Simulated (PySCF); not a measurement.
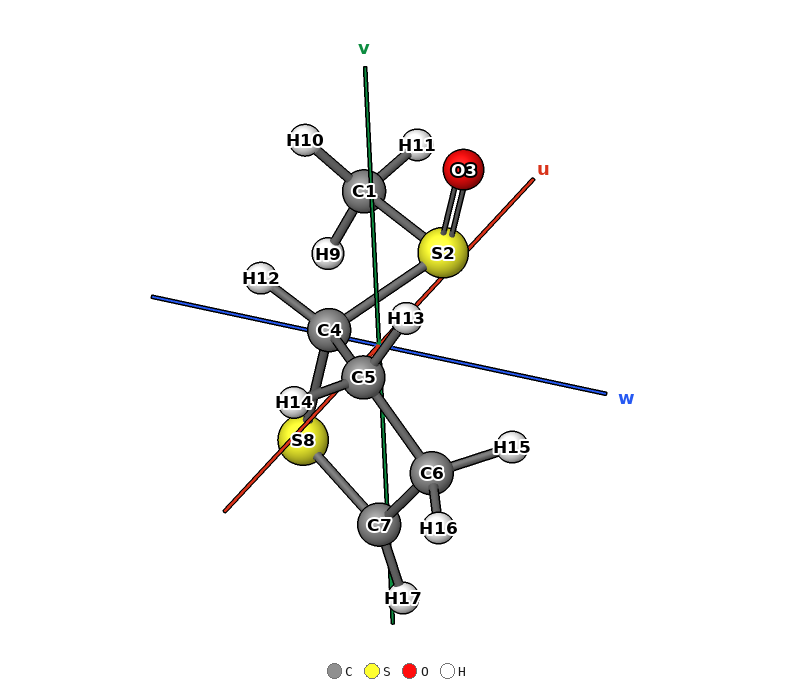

The lines u, v and w are the principal axes of the g tensor. State: neutral, doublet. Computed geometry: GFN2-xTB optimisation. No frequency run is at hand to confirm it as a minimum. Properties computed with UKS B3LYP, pcH-1 on C H O S, non-relativistic, mean-field spin-orbit, GIAO (PySCF 2.14.0).

Question. Along which axis does g lie farthest from the free-electron value?

Answer. Along v: the shift is 5763 ppm.

Give the principal values and shifts.

```csv
axis,g,shift (ppm)
u,2.00169,−630
v,2.00808,5763
w,2.00396,1640
```
